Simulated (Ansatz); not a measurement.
CdS (wurtzite)

```
CELL_PARAMETERS angstrom
      4.19659     0.00000     0.00000
     -2.09830     3.63436     0.00000
      0.00000     0.00000     6.83017
ATOMIC_POSITIONS crystal
  Cd 0.33333 0.66667 0.99917
  Cd 0.66667 0.33333 0.49917
  S  0.33333 0.66667 0.37563
  S  0.66667 0.33333 0.87563
```

Equation-of-state scan: isotropic scaling of the cell above, V₀ being its volume. The atoms relax within the cell's symmetry.

These are PBE (plane waves to 420 eV, PAW, scalar-relativistic; Ansatz, an electronic-structure program) values and carry that method's errors. k mesh 9×9×5 (Γ-centred), Fermi-Dirac smearing 0.05 eV. The energy includes the smearing's −TS. With the shape held, the modulus is that of even scaling; a crystal free to change shape is softer. CdS was relaxed with its symmetry unable to fall. The PAW data are Ansatz's earlier set. The zero of ΔE is the relaxed starting cell.

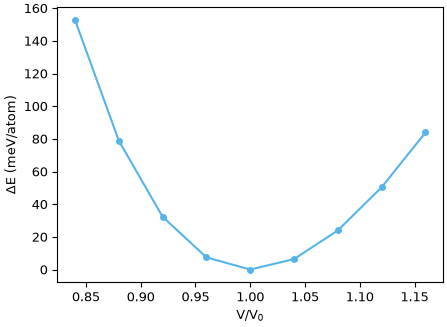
Figure: ΔE (meV/atom) against V/V₀; markers are the computed points, lines only join them.

Task: What is ΔE at V/V₀ = 0.840?

Result: About 150 meV/atom.

Task: What is ΔE at V/V₀ = 1.160?

Result: About 84 meV/atom.

Task: What bulk modulus at fixed cell shape B₀ follows from a third-order Birch-Murnaghan fit?

Result: About 53 GPa.

(A scan under strain: stresses follow from slopes of the energy per volume, elastic moduli from its curvatures.)
